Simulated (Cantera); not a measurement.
A closed system holds: 1 mol BN, 0.74 mol O2, 1.8 mol H2, held at 0.0180 bar.

Cantera equilibrium calculation (NASA polynomials, part measured and part estimated; ideal gas, pure solids and liquids). Candidate condensed phases: B, BN, B2O3, B3O3H3, H2O; 39 gas species. Mutual solubility and eutectic melting of coexisting phases are not modelled. Kinetics and transport are ignored.

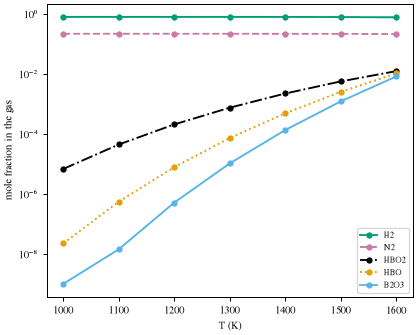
Figure. Equilibrium gas composition (values under 1e-9 drawn at 1e-9)

From 1000 K to 1600 K the condensed part is BN(s) + B2O3(l). The main B-bearing gas is HBO2 at 1000 K and B2O3 at 1600 K.
